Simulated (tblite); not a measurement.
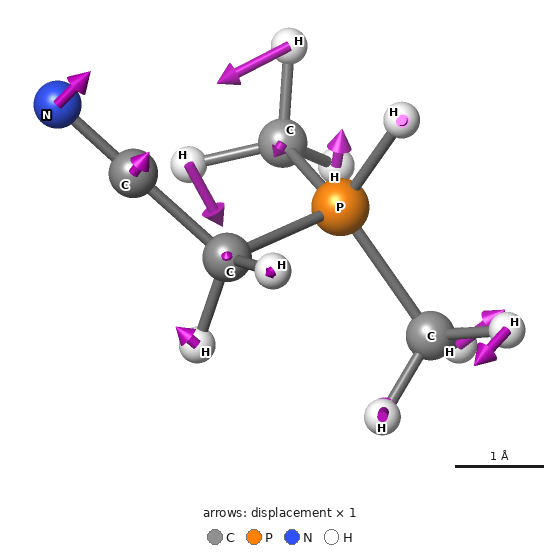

A relaxation of C4H9NP (charge +1). The starting structure is drawn; purple arrows show the displacements, at their true length. The two geometries are superimposed by the best rigid fit.

A ball-and-stick model, seen from a free direction.

Method: tblite 0.8.0, GFN2-xTB geometry optimisation, gas phase. 

Q: Atoms of which element are displaced furthest, and by how much?

A: Hydrogen: up to 0.94 Å, against 0.56 Å for nitrogen.

Q: What did the optimiser do to the structure, and how much energy did it gain?

A: An H atom moves most after the best rigid fit: 0.94 Å. By element the largest moves are H 0.94 Å, N 0.56 Å, C 0.33 Å, P 0.06 Å. Some distances before and after: C–H 1.131 → 1.091 Å, C–N 1.170 → 1.139 Å, C–H 1.107 → 1.092 Å, C–P 1.813 → 1.825 Å. Bond angles that change, for instance: C–P–C 104.4° → 110.2°, H–C–H 103.7° → 109.2°, P–C–H 105.3° → 110.6°. Groups turn about C–P by about 45°, C–P by about 45°. After 83 geometry steps the energy has fallen by 0.375 eV.
